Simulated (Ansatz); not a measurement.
# AgGeF3 (model cell, started as cubic perovskite with Ge in the octahedra): following an unstable mode

Which phase does AgGeF3 (model cell, started as cubic perovskite with Ge in the octahedra) fall into along its unstable mode, and how much energy does it gain?

Program: Ansatz 0.2.0. Level of theory: DFT PBEsol, scalar-relativistic, plane waves, PAW; PAW set soft_1. Results are calculated unless marked as measured.

The structure was built from a prototype and need not be the compound's stable phase.

**1. Starting point**

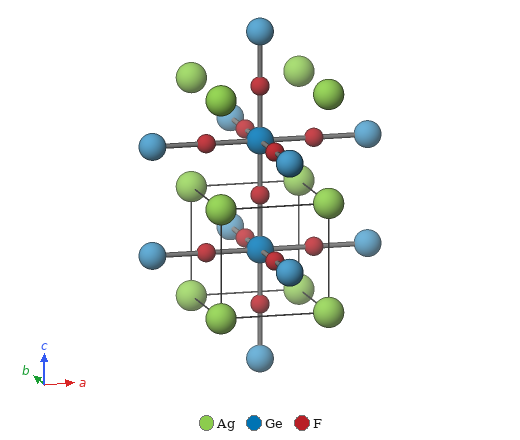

The starting structure, seen slightly off an axis (silver green, germanium blue, fluorine red). 1×1×2 cells are drawn. Some periodic images of atoms are drawn too.

**2. The dispersion**

The cell comes from relaxations at this level that are not shown. Stability and thermal properties need the whole zone. Linear response on a 4×4×4 q mesh gives force constants as far as a supercell of that size would.

The input, input.yaml:

```yaml
crystal:
  lattice:
    - [4.2639971677, 0.0, 0.0]
    - [0.0, 4.2639971677, 0.0]
    - [0.0, 0.0, 4.2639971677]
  atoms:
    - { symbol: Ag, position: [0.0, 0.0, 0.0] }
    - { symbol: Ge, position: [0.5, 0.5, 0.5] }
    - { symbol: F, position: [0.5, 0.5, 0.0] }
    - { symbol: F, position: [0.5, 0.0, 0.5] }
    - { symbol: F, position: [0.0, 0.5, 0.5] }
kpoints:
  mp_grid: { grid: [8, 8, 8] }
hamiltonian:
  xc: pbesol
  pseudopotentials: { kind: paw, azcp: { folder: soft_1 }, xc_functional: pbe }
scf:
  occupations: { method: methfessel_paxton, width: 0.2 }
output:
  eigenvalues: true
phonons:
  method: dfpt
  qmesh: [4, 4, 4]
  temperatures: { t_max: 1000, t_step: 50 }
  qpath:
    path:
      - [[0.0, 0.0, 0.0], [0.0, 0.5, 0.0], [0.5, 0.5, 0.0], [0.0, 0.0, 0.0], [0.5, 0.5, 0.5], [0.0, 0.5, 0.0]]
      - [[0.5, 0.5, 0.5], [0.5, 0.5, 0.0]]
    npoints: 10
```

Run with:

```bash
$ ansatz run input.yaml --threads 4 --pin off --max-ram 16384MiB --backend cpu --events-out ev --progress --plain --runs-dir out
```

Numbers of over 12 decimals in the logs are rounded to 6 here.

The log of the run:

```text
Engine: ansatz 0.2.0, aarch64-unknown-linux-gnu
Pseudopotentials: kind: paw
Pseudopotential: Ag, paw, valence charge 19, recommended cutoff 420 eV (normal), soft_1/Ag.paw.azcp
Pseudopotential: Ge, paw, valence charge 14, recommended cutoff 420 eV (normal), soft_1/Ge.paw.azcp
Pseudopotential: F, paw, valence charge 7, recommended cutoff 420 eV (normal), soft_1/F.paw.azcp
Functional definition: PBEsol
  exchange = pbesol_x
  correlation = pbesol_c
Crystal: 5 atoms, lattice volume = 77.527 Å³
Basis set: ecut = 420 eV, 1503 PW (Γ), exchange–correlation on 60×60×60 points (8 copies of the dense FFT grid, shifted against one another)
Bands: 33, of which v1, the nominal top of the filled ones, is band 27 counted from 1 (26 counted from 0)
Symmetry: 48 space group operations
k-points: 35 of 512
Non-local potential: Ag, projectors of the file, l = 0: 3, l = 1: 2, l = 2: 2, l = 3: 1
Non-local potential: Ge, projectors of the file, l = 0: 2, l = 1: 2, l = 2: 3, l = 3: 1
Non-local potential: F, projectors of the file, l = 0: 2, l = 1: 2, l = 2: 1
PAW form: soft (Blöchl's): semilocal exchange-correlation on the pseudo side does not see the compensation charge
PAW frozen core: Ag, regenerated for the run's functional, and the local potential with it (the file was generated under x = pbe(κ = 0.804, μ = 0.219515), c = pbe(β = 0.066725))
PAW frozen core: Ge, regenerated for the run's functional, and the local potential with it (the file was generated under x = pbe(κ = 0.804, μ = 0.219515), c = pbe(β = 0.066725))
PAW frozen core: F, regenerated for the run's functional, and the local potential with it (the file was generated under x = pbe(κ = 0.804, μ = 0.219515), c = pbe(β = 0.066725))
PAW one-centre angular grid: Ag, 590 points (default); XC on 64 Gauss nodes
PAW one-centre angular grid: Ge, 590 points (default); XC on 64 Gauss nodes
PAW one-centre angular grid: F, 110 points (default); XC on 64 Gauss nodes
Initial density: superposition of atomic densities (chi_scale 0.1, normalization cell, long waves kept (reshape's long-wave potential 0.10 eV rms))
Initial wavefunctions: pseudopotential atomic-orbital guess
Functional: x = pbesol(κ = 0.804, μ = 0.123457), c = pbesol(β = 0.046)
SCF iter   1: F=—  HF=-14184.083028 eV  |F-HF|=—  |Δ(HF+E_count)|=         —  Δρ=2.14e-1  dr2=3.44e1  ethr=3.10e-3  ⟨swp⟩=5.1  Hψ=4193  notcnv=0
preconditioner: auto → LDOS  [metal: Δε(μ)=0.026 eV  Ē_g=17.234 eV  σ=0.200 eV  W_gap=0.11  n_scr=26 (ndim 8)  ℏωp=28.6 eV  f_vac=0.037  D(μ)=2.58/eV (n_scr^D=18)  β→1.0]
SCF iter   2: F=—  HF=-14177.868685 eV  |F-HF|=—  |Δ(HF+E_count)|=    6.21e0  S|Δr|=    0.00e0  Δρ=1.22e-1  dr2=6.55e0  ethr=3.10e-3  ⟨swp⟩=3.5  Hψ=2948  notcnv=0  defer=42
SCF iter   3: F=—  HF=-14175.877873 eV  |F-HF|=—  |Δ(HF+E_count)|=    1.99e0  S|Δr|=    0.00e0  Δρ=3.52e-2  dr2=8.56e-1  ethr=3.10e-3  ⟨swp⟩=2.7  Hψ=2604  notcnv=0  defer=38
SCF iter   4: F=—  HF=-14175.633581 eV  |F-HF|=—  |Δ(HF+E_count)|=   2.44e-1  S|Δr|=    0.00e0  Δρ=1.49e-2  dr2=1.10e-1  ethr=1.59e-3  ⟨swp⟩=2.2  Hψ=2523  notcnv=0  defer=40
SCF iter   5: F=—  HF=-14175.623871 eV  |F-HF|=—  |Δ(HF+E_count)|=   9.71e-3  S|Δr|=    0.00e0  Δρ=4.75e-3  dr2=1.30e-2  ethr=2.04e-4  ⟨swp⟩=2.1  Hψ=2320  notcnv=0  defer=40
SCF iter   6: F=—  HF=-14175.622963 eV  |F-HF|=—  |Δ(HF+E_count)|=   9.08e-4  S|Δr|=    0.00e0  Δρ=9.21e-4  dr2=5.74e-4  ethr=2.41e-5  ⟨swp⟩=2.0  Hψ=2030  notcnv=0  defer=40
SCF iter   7: F=—  HF=-14175.622875 eV  |F-HF|=—  |Δ(HF+E_count)|=   8.78e-5  S|Δr|=    0.00e0  Δρ=2.18e-4  dr2=2.85e-5  ethr=1.06e-6  ⟨swp⟩=2.1  Hψ=1855  notcnv=0  defer=40
SCF iter   8: F=—  HF=-14175.622834 eV  |F-HF|=—  |Δ(HF+E_count)|=   4.06e-5  S|Δr|=    0.00e0  Δρ=2.71e-5  dr2=6.86e-7  ethr=5.28e-8  ⟨swp⟩=2.0  Hψ=1874  notcnv=0  defer=40
SCF iter   9: F=—  HF=-14175.622847 eV  |F-HF|=—  |Δ(HF+E_count)|=   1.27e-5  S|Δr|=    0.00e0  Δρ=2.25e-6  dr2=2.26e-9  ethr=1.27e-9  ⟨swp⟩=2.3  Hψ=1834  notcnv=0  defer=40
SCF iter  10: F=—  HF=-14175.622847 eV  |F-HF|=—  |Δ(HF+E_count)|=   1.49e-9  S|Δr|=    0.00e0  Δρ=3.37e-7  dr2=6.96e-11  ethr=4.18e-12  ⟨swp⟩=2.0  Hψ=2054  notcnv=0  defer=40
SCF iter  11: F=-14175.622847 eV  HF=-14175.622847 eV  |F-HF|=3.64e-12  |Δ(HF+E_count)|=  3.64e-12  S|Δr|=    0.00e0  Δρ=3.41e-8  dr2=8.45e-13  ethr=1.00e-12  ⟨swp⟩=11.5  Hψ=5799  notcnv=0
SCF 1 converged in 11 iterations: F = -14175.622847 eV  dr2 = 8.45e-13
  greatest PAW one-centre occupation: 1.000 electrons in one spin orbital (limit 2), on the Ag atom at site 0 (counted from 0), in its partial waves of l = 0
Initial density: read from a saved state, or passed on in memory by an earlier SCF of this step, an earlier step, the calling program or the single point that the run made first
iter 1 solved again at ethr=9.70e-8 eV; its pass at ethr=3.10e-3 eV (dr2=5.24e-5 eV) is discarded
SCF iter   1: F=—  HF=-14175.622850 eV  |F-HF|=—  |Δ(HF+E_count)|=         —  Δρ=2.96e-7  dr2=1.98e-11  ethr=9.70e-8  ⟨swp⟩=3.0  Hψ=6949  notcnv=0
eigensolver tolerance schedule: the retry pair's looser diagonalisation over-reported the residual by 2639542.66 of it (diagonalisation noise at an unbounded share of the residual, at the tolerance the schedule requests for it); recorded, not acted on — ethr = c·dr2/N_el stays at c = 1.0e-1
preconditioner: auto → Kerker (q_TF=auto, 2.569 Å⁻¹)  [metal: Δε(μ)=0.091 eV  Ē_g=16.472 eV  σ=0.200 eV  W_gap=0.38  n_scr=26 (ndim 8)  ℏωp=28.6 eV  f_vac=0.059  D(μ)=0.42/eV (n_scr^D=0)]
SCF iter   2: F=—  HF=-14175.622847 eV  |F-HF|=—  |Δ(HF+E_count)|=   2.44e-6  S|Δr|=    0.00e0  Δρ=1.60e-7  dr2=8.04e-12  ethr=1.00e-12  ⟨swp⟩=3.9  Hψ=5322  notcnv=0
SCF iter   3: F=-14175.622847 eV  HF=-14175.622847 eV  |F-HF|=7.28e-12  |Δ(HF+E_count)|=  3.64e-12  S|Δr|=    0.00e0  Δρ=9.24e-8  dr2=2.16e-12  ethr=1.00e-12  ⟨swp⟩=1.0  Hψ=2450  notcnv=0
SCF 2 converged in 3 iterations: F = -14175.622847 eV  dr2 = 2.16e-12
phonons: the bands overlap, so this run is a metal and interpolates without the dipole-dipole term. If the crystal is really an insulator or semiconductor, its LO-TO splitting is missing
NSCF: frozen V_eff on 35 k-points
NSCF: frozen V_eff on 125 k-points
DFPT response loops at q = (0, 0, 0) (fractional): preconditioner auto → Kerker (q_TF=auto, 2.569 Å⁻¹) (partly filled bands, converged f_vac=0.059); β = 1.00, the filter's whole step (`scf.mixing.beta` (0.50) is not read by the response loops under this deck's `scf.mixing.preconditioner`; to damp them name `kerker` or `kerker_dos`, under which they read `scf.mixing.beta`, and type it under 1.00, their step now; both keys bind the ground state too); Broyden in place of MSR1
NSCF: frozen V_eff on 400 k-points
DFPT response loops at q = (0, 0, 0.25) (fractional): mixed as the last ones told, above
NSCF: frozen V_eff on 250 k-points
DFPT response loops at q = (0, 0, -0.5) (fractional): mixed as the last ones told, above
NSCF: frozen V_eff on 640 k-points
DFPT response loops at q = (0, 0.25, 0.25) (fractional): mixed as the last ones told, above
NSCF: frozen V_eff on 400 k-points
DFPT response loops at q = (0, 0.25, -0.5) (fractional): mixed as the last ones told, above
NSCF: frozen V_eff on 250 k-points
DFPT response loops at q = (0, -0.5, -0.5) (fractional): mixed as the last ones told, above
NSCF: frozen V_eff on 1024 k-points
DFPT response loops at q = (0.25, 0.25, 0.25) (fractional): mixed as the last ones told, above
NSCF: frozen V_eff on 640 k-points
DFPT response loops at q = (0.25, 0.25, -0.5) (fractional): mixed as the last ones told, above
NSCF: frozen V_eff on 400 k-points
DFPT response loops at q = (0.25, -0.5, -0.5) (fractional): mixed as the last ones told, above
NSCF: frozen V_eff on 250 k-points
DFPT response loops at q = (-0.5, -0.5, -0.5) (fractional): mixed as the last ones told, above
SCF converged after 11 iterations
Stability not checked: this state was not tested for a lower state beside it, because cold or Methfessel-Paxton smearing, or corrected tetrahedra, fill the levels in a way that the test cannot read (fill_not_monotonic; see scf.lower_state_search)
Free energy (F): -14175.622847 eV
Harris-Foulkes:  -14175.622847 eV  (|F-HF|=3.64e-12)
Internal energy: -14175.625374 eV  (E = F + TS)
E sigma→0 (E₀):  -14175.623479 eV
Entropy (-TS):   0.002527 eV (0.505 meV/atom)
Fermi energy:    7.438253 eV
--- Per-component energies (eV) ---
  E_band       = -652.131879
  E_kinetic    = 1148.905615
  E_local      = -6587.722434  (includes V_loc(G=0)·N_el)
  E_nonlocal   = 512.688931
  E_hartree    = 2913.098541
  E_xc         = -453.201625
  E_vxc        = -554.424781  (∫ρ·V_xc dr)
  E_paw        = -6448.323877  (= ΣΔE_a)
  E_vpaw       = -997.778604  (= ΣTr[D̂ρ^β])
  E_aug_tail   = 0.002313  (compensation charges beyond the density's cutoff)
  E_ewald      = -5262.440842
  E_core_change = 1.368006  (= ΣΔE_core)
  E_smearing   = 0.002527  (= −TS)
  E_closure    = 0.000000  (closes the sum)
  Σ components = -14175.622847   (vs F -14175.622847, Δ=0.00e0)
--- Band table (eV; the first three rows and the last of 35) ---
  k-point 0: bands = [... 23 lower, 3.4660, 3.6188, 3.6188, 3.6188, 6.8526, 13.6854, 13.6854, 13.6854, ... 2 higher]
  k-point 1: bands = [... 23 lower, 3.5492, 3.6204, 3.6830, 3.6830, 7.0311, 13.1912, 13.7015, 13.7015, ... 2 higher]
  k-point 2: bands = [... 23 lower, 3.7107, 3.8206, 3.8206, 3.9772, 7.4865, 12.2265, 13.7589, 13.7589, ... 2 higher]
  k-point 34: bands = [... 23 lower, 3.5355, 3.7252, 3.7252, 8.4998, 8.5914, 10.4562, 10.4562, 10.4562, ... 2 higher]
--- Phonons (Γ-DFPT): 4 representative perturbations + reference (Σ response iterations 13) ---
  ASR residual: 2.046e-5 → 0.000e0 eV/Å²; symmetrization residual: 7.723e-6 eV/Å²
  ASR residual per site (eV/Å²): 2.87e-6 1.89e-6 2.05e-5 2.05e-5 2.05e-5
  Γ frequencies (cm⁻¹): -189.93 -189.93 -189.93 -79.26 -79.26 -79.26 -76.32 -76.32 -76.32 0.00 0.00 0.00 122.23 122.23 122.23
--- Phonons (arbitrary-q DFPT): 10 irreducible q on the 4×4×4 mesh ---
  q = [0.0000, 0.0000, 0.0000] (star 1, of the zone-centre solve; hermiticity 7.49e-6, symmetrization 2.58e-11): -189.93 -189.93 -189.93 -79.26 -79.26 -79.26 -76.32 -76.32 -76.32 -0.00 -0.00 0.00 122.23 122.23 122.23
  q = [0.0000, 0.0000, 0.2500] (star 6, 9 solved perturbations in 1560 linear systems a pass and spin channel, the states on 200 of 512 k-point pairs; hermiticity 1.68e-6, symmetrization 7.96e-12): -187.43 -187.43 -108.01 -76.47 -76.47 -73.83 -73.83 -71.03 19.30 19.30 22.70 114.42 114.42 162.11 226.79
  q = [0.0000, 0.0000, -0.5000] (star 3, 9 solved perturbations in 975 linear systems a pass and spin channel, the states on 125 of 512 k-point pairs; hermiticity 5.46e-7, symmetrization 2.80e-12): -185.51 -185.51 -105.06 -75.12 -75.12 -70.61 -70.61 -62.59 24.72 43.14 43.14 102.43 102.43 227.36 325.50
  q = [0.0000, 0.2500, 0.2500] (star 12, 9 solved perturbations in 2460 linear systems a pass and spin channel, the states on 320 of 512 k-point pairs; hermiticity 1.39e-6, symmetrization 5.58e-13): -184.20 -114.81 -106.87 -88.36 -74.08 -69.28 -53.56 -25.33 7.11 74.38 107.12 149.66 167.58 224.67 235.16
  q = [0.0000, 0.2500, -0.5000] (star 12, 15 solved perturbations on 200 of 512 k-point pairs; hermiticity 5.62e-7, symmetrization 8.79e-14): -181.47 -122.21 -94.88 -84.88 -69.99 -66.26 -39.99 -31.88 21.90 96.47 103.08 159.57 228.06 229.08 326.30
  q = [0.0000, -0.5000, -0.5000] (star 3, 9 solved perturbations in 975 linear systems a pass and spin channel, the states on 125 of 512 k-point pairs; hermiticity 1.33e-6, symmetrization 1.20e-12): -177.88 -134.56 -89.33 -89.33 -57.88 -57.88 -41.27 10.33 10.33 88.29 134.28 224.33 224.33 322.55 343.04
  q = [0.2500, 0.2500, 0.2500] (star 8, 4 solved perturbations in 1376 linear systems a pass and spin channel, the states on 512 of 512 k-point pairs; hermiticity 3.96e-7, symmetrization 1.40e-12): -116.50 -116.50 -110.86 -60.93 -60.93 -54.35 -28.44 82.88 82.88 148.62 164.60 164.60 222.54 222.54 250.99
  q = [0.2500, 0.2500, -0.5000] (star 12, 9 solved perturbations in 2460 linear systems a pass and spin channel, the states on 320 of 512 k-point pairs; hermiticity 4.05e-7, symmetrization 2.49e-12): -124.28 -120.76 -115.72 -61.84 -61.28 -45.79 72.11 96.06 114.44 159.36 161.94 220.01 225.24 245.47 331.26
  q = [0.2500, -0.5000, -0.5000] (star 6, 9 solved perturbations in 1560 linear systems a pass and spin channel, the states on 200 of 512 k-point pairs; hermiticity 1.46e-6, symmetrization 4.38e-13): -135.82 -123.67 -123.67 -62.52 -62.52 -53.66 108.82 108.82 136.72 156.95 219.69 219.69 226.07 322.09 327.36
  q = [-0.5000, -0.5000, -0.5000] (star 1, 4 solved perturbations in 350 linear systems a pass and spin channel, the states on 125 of 512 k-point pairs; hermiticity 6.60e-7, symmetrization 3.02e-12): -137.10 -137.10 -137.10 -62.38 -62.38 -62.38 139.50 139.50 139.50 213.48 213.48 213.48 216.16 321.26 321.26
  sum rule: each row above includes the acoustic sum rule's correction from the zone centre's row sums; it moved no ω² by more than (0.54 cm⁻¹)²
  mesh force constants: q→R imaginary residual 1.26e-18; ASR residual 2.046e-5 → 0.000e0 eV/Å²; symmetrization residual 2.220e-15 eV/Å²
  interpolated dispersion: 62 rows × 15 modes
  density of states and harmonic sums: on the 16×16×16 q-mesh, interpolated from the force constants of a 4×4×4 supercell (no non-analytic term)
  largest difference from the sums on the solved wave vectors: F 1.12e-2 eV, S 1.61e-5 and C_V 1.77e-5 eV/K
  zero-point energy: 0.076095 eV/cell   skipped modes (ω ≤ 0): 1211, of them read as no rigid motion or as one in doubt: 1208 (7.239e0 modes/cell left out, lowest -189.93 cm⁻¹)   left out of the sums: 4.83e-1 of the cell's modes: C_V's classical limit lies that fraction below 3 k_B per atom; for a crystal, a wire or a layer, F and S can be off by more, and a phonons.interpolated_qmesh denser along its periods is the remedy for the sampling
```

It took 16 min on 4 threads of Arm Neoverse V2, shared host; peak memory 2.8 GiB; 64 min of CPU time.

This step gave:

```yaml
volume_per_atom: 15.51 Å³
gap_on_the_k_mesh: 0 eV
sum_rule_residual_before_enforcement: 2.05e-5 eV/Å²
lowest_frequency_on_the_path: -189.9 cm⁻¹
point_group: m-3m
highest_frequency_on_the_path_or_at_a_solved_wavevector: 344.4 cm⁻¹
highest_optical_mode_at_the_zone_centre_no_lo_to_term: 122.2 cm⁻¹
lowest_optical_zone_centre_mode: -189.9 cm⁻¹
lowest_mode_on_the_q_mesh_acoustic_modes_at_gamma_apart: -189.9 cm⁻¹
```

Frequencies (cm⁻¹) solved at each irreducible wavevector; negative means imaginary. Frequencies by wavevector, by row:

| q in reciprocal lattice units | star | mode 1 | mode 2 | mode 3 | mode 4 | mode 13 | mode 14 | mode 15 |
| --- | --- | --- | --- | --- | --- | --- | --- | --- |
| 0 0 0 | 1 | -189.9 | -189.9 | -189.9 | -79.3 | 122.2 | 122.2 | 122.2 |
| 0 0 0.25 | 6 | -187.4 | -187.4 | -108 | -76.5 | 114.4 | 162.1 | 226.8 |
| 0 0 -0.5 | 3 | -185.5 | -185.5 | -105.1 | -75.1 | 102.4 | 227.4 | 325.5 |
| 0 0.25 0.25 | 12 | -184.2 | -114.8 | -106.9 | -88.4 | 167.6 | 224.7 | 235.2 |
| 0 0.25 -0.5 | 12 | -181.5 | -122.2 | -94.9 | -84.9 | 228.1 | 229.1 | 326.3 |
| 0 -0.5 -0.5 | 3 | -177.9 | -134.6 | -89.3 | -89.3 | 224.3 | 322.6 | 343 |
| 0.25 0.25 0.25 | 8 | -116.5 | -116.5 | -110.9 | -60.9 | 222.5 | 222.5 | 251 |
| 0.25 0.25 -0.5 | 12 | -124.3 | -120.8 | -115.7 | -61.8 | 225.2 | 245.5 | 331.3 |
| 0.25 -0.5 -0.5 | 6 | -135.8 | -123.7 | -123.7 | -62.5 | 226.1 | 322.1 | 327.4 |
| -0.5 -0.5 -0.5 | 1 | -137.1 | -137.1 | -137.1 | -62.4 | 216.2 | 321.3 | 321.3 |

Interpolated from a 4×4×4 q mesh. Phonon branches along the path, in cm⁻¹:

| point | branch 1 | branch 2 | branch 3 | branch 4 | branch 12 | branch 13 | branch 14 | branch 15 |
| --- | --- | --- | --- | --- | --- | --- | --- | --- |
| Γ | -190 | -190 | -190 | -79 | 0 | 122 | 122 | 122 |
| X | -186 | -186 | -105 | -75 | 102 | 102 | 227 | 326 |
| M | -178 | -135 | -89 | -89 | 224 | 224 | 322 | 343 |
| Γ | -190 | -190 | -190 | -79 | 0 | 122 | 122 | 122 |
| R | -137 | -137 | -137 | -62 | 214 | 216 | 321 | 321 |
| X | -186 | -186 | -105 | -75 | 102 | 102 | 227 | 326 |
| jump to R | -137 | -137 | -137 | -62 | 214 | 216 | 321 | 321 |
| M | -178 | -135 | -89 | -89 | 224 | 224 | 322 | 343 |

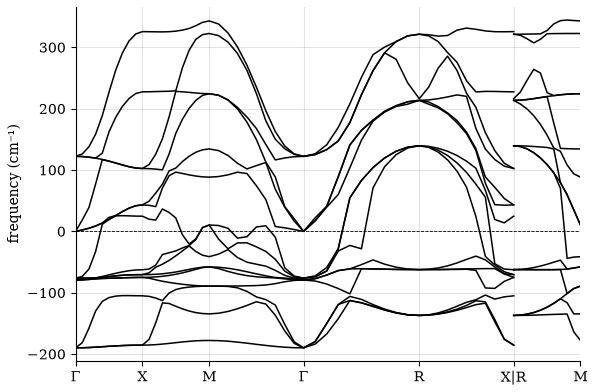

Phonon branches along the path.

Symmetry leaves 10 wavevectors to solve. The lowest mode among them, the acoustic zeros apart, lies at Γ and is imaginary, 189.9i cm⁻¹, so the energy falls along it.

**3. The mode frozen in, largest atomic shift 0 Å**

The mode followed lies at q = (0, 0, -0.5) with frequency 185.5i cm⁻¹ and is 2-fold degenerate, one of the unstable modes though not the softest. At small amplitude the distorted cell has space group no. 63 by a symmetry search on the positions. The undistorted cell that holds it gives the zero of energy on the same k mesh.

System of this step: AgGeF3 (model cell, started as cubic perovskite with Ge in the octahedra). Symmetry: Pm-3m, No. 221, cubic system. Conventional cell: a = 4.264 Å, b = 4.264 Å, c = 4.264 Å, α = 90.00°, β = 90.00°, γ = 90.00°. Nearest to Ag lie 12 F at 3.02 Å. Ge has 6 F at 2.13 Å nearest. Nearest to F lie 2 Ge at 2.13 Å. Nearest to F lie 2 Ge at 2.13 Å. Farther neighbours and most contacts between anions are not listed.

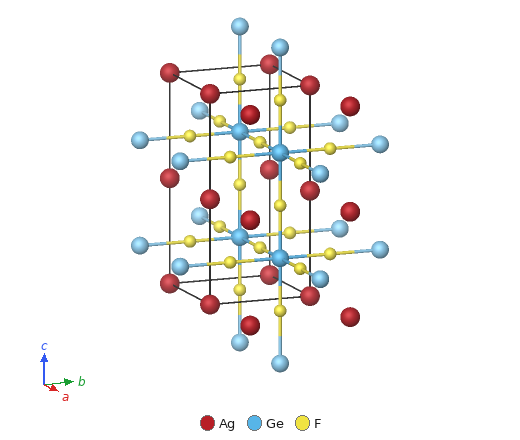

The cell of this step (silver red, germanium blue, fluorine yellow). 2×1×1 cells are drawn. Some periodic images of atoms are drawn too.

The input, input.yaml:

```yaml
crystal:
  lattice:
    - [4.2639971677, 0.0, 0.0]
    - [0.0, 4.2639971677, 0.0]
    - [0.0, 0.0, 8.5279943354]
  atoms:
    - { symbol: Ag, position: [0.0, 0.0, 0.0] }
    - { symbol: Ag, position: [0.0, 0.0, 0.5] }
    - { symbol: Ge, position: [0.5, 0.5, 0.25] }
    - { symbol: Ge, position: [0.5, 0.5, 0.75] }
    - { symbol: F, position: [0.5, 0.5, 0.0] }
    - { symbol: F, position: [0.5, 0.5, 0.5] }
    - { symbol: F, position: [0.5, 0.0, 0.25] }
    - { symbol: F, position: [0.5, 0.0, 0.75] }
    - { symbol: F, position: [0.0, 0.5, 0.25] }
    - { symbol: F, position: [0.0, 0.5, 0.75] }
kpoints:
  mp_grid: { grid: [8, 8, 4] }
hamiltonian:
  xc: pbesol
  pseudopotentials: { kind: paw, azcp: { folder: soft_1 }, xc_functional: pbe }
scf:
  occupations: { method: methfessel_paxton, width: 0.2 }
output:
  forces: true
  stress: true
  eigenvalues: true
```

The log of the run:

```text
[...]
Crystal: 10 atoms, lattice volume = 155.053 Å³
Basis set: ecut = 420 eV, 3013 PW (Γ), exchange–correlation on 60×60×120 points (8 copies of the dense FFT grid, shifted against one another)
Bands: 65, of which v1, the nominal top of the filled ones, is band 54 counted from 1 (53 counted from 0)
Symmetry: 32 space group operations
[...]
k-points: 45 of 256
[...]
k-point 0: bands = [... 50 lower, 3.8890, 3.9895, 3.9895, 5.4374, 6.8526, 8.1119, 11.4480, 12.3989, ... 7 higher]
  k-point 1: bands = [... 50 lower, 3.8409, 3.9423, 3.9423, 4.9710, 7.0311, 7.9568, 11.5145, 13.1867, ... 7 higher]
  k-point 2: bands = [... 50 lower, 3.8206, 3.8206, 3.9771, 3.9771, 7.4865, 7.4865, 12.2265, 12.2265, ... 7 higher]
  k-point 44: bands = [... 50 lower, 3.8100, 3.8100, 7.6081, 7.6081, 8.7197, 8.7197, 10.3117, 10.3117, ... 7 higher]
[key lines of the parts left out:]
SCF converged after 9 iterations
Free energy (F): -28351.245694 eV
Fermi energy:    7.438259 eV
P = ⅓ Tr σ = 0.0089 GPa (0.089 kbar)
```

It took 6.5 s on 4 threads; peak memory 0.66 GiB.

Numbers from this step:

* pressure: 0.008918 GPa
* energy from the undistorted cell: 0 meV/atom

The run ends at a pressure of 0.01 GPa.

(Continued in part 2 of 4.)

[Logs are printed without paths, hosts, clocks, repeated set-up lines and the standing remarks that a program may print on its own settings, such as how far it seeks lower states.]

[Hosts, paths, dates, database ids (printed as entryN), source tags and the programs' standing remarks are cut or masked in the printed files.]
